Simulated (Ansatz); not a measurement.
The starting structures come from a database of crystals and need not be the phases stable at ambient conditions.

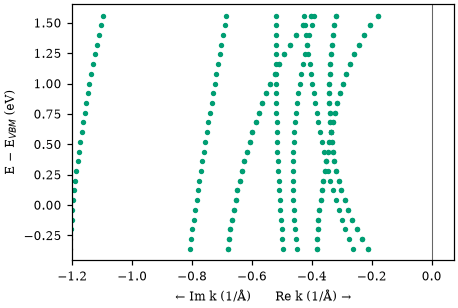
Fig. 1. Complex bands at the centre of the two-dimensional zone; r2SCAN (Ansatz, an electronic-structure program)

No gap correction and no spin-orbit coupling; mid-gap values are interpolated between computed energies.

Problem. This is MoS2 (P-6m2, not sure to be the ambient phase, 3 atoms a cell, 19.0 Å³ an atom, 2 GPa at this level) along the normal of (101). Read off the slowest decay at the centre of the two-dimensional zone at 0.68 eV, the computed energy nearest the middle of the gap.

Solution. κ ≈ 0.33 1/Å, a decay length 1/(2κ) of the density of 1.5 Å.
